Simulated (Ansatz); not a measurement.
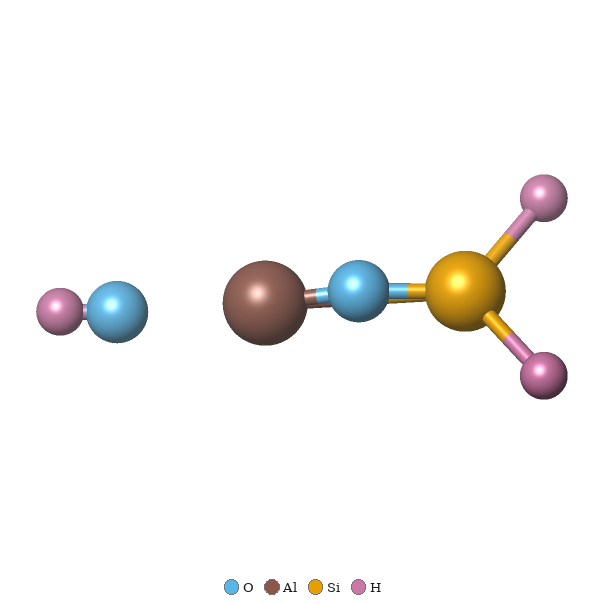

The picture shows the input geometry.

Input file:

```yaml
crystal:
  periodic: [false, false, false]
  atoms:
    - {symbol: O, position_ang: [-2.386842, -0.962459, -1.036440]}
    - {symbol: Al, position_ang: [-0.778850, -0.295973, -0.345520]}
    - {symbol: O, position_ang: [0.273514, 0.005701, 0.161763]}
    - {symbol: Si, position_ang: [1.391900, 0.606419, 0.586004]}
    - {symbol: H, position_ang: [-2.982200, -1.290913, -1.259194]}
    - {symbol: H, position_ang: [1.591084, 1.411692, 2.032752]}
    - {symbol: H, position_ang: [2.891395, 0.525534, -0.139365]}
basis:
  gaussian: {orbitals: def2-SVP}
hamiltonian: {xc: pbe, dispersion: d4}
relax: {f_tol: 0.03, max_steps: 250}
```

It was started with:

```sh
ansatz run in.yaml --threads 2 --pin off --events-out ev --progress --plain --max-ram 4352MiB
```

Result (its end):

```
mean field -18598.52980947 eV, -683.4833639616 hartree, gradient 7.9e-6 eV, S^2 0.000000; 3 other end points of the search recorded, 0 dependent functions left out
the calculation of the forces begins
reference -18598.52984783 eV, -683.4833653714 hartree; 23, 23 occupied and 56, 56 virtual orbitals, 849 factors
Total energy: -18598.67989933 eV, -683.4888796622 hartree
Atom 0 at    -2.262712    -0.593243    -1.110170 Å, force     0.004054     0.000057     0.002215 eV/Å
Atom 1 at    -0.983949    -1.208078    -0.101476 Å, force    -0.005631    -0.000089    -0.003522 eV/Å
Atom 2 at     0.235496     0.083432     0.105906 Å, force     0.000248     0.000482     0.001082 eV/Å
Atom 3 at     1.520610     1.005026     0.502635 Å, force     0.001642     0.001585    -0.000574 eV/Å
Atom 4 at    -3.008981    -1.180568    -1.319103 Å, force    -0.001034    -0.001824     0.000256 eV/Å
Atom 5 at     1.649220     1.351291     1.967721 Å, force    -0.000053    -0.000223     0.000388 eV/Å
Atom 6 at     2.850317     0.542140    -0.045513 Å, force     0.000774     0.000012     0.000155 eV/Å
Dipole moment:     0.136304    -0.018332     0.088838 e Å
```
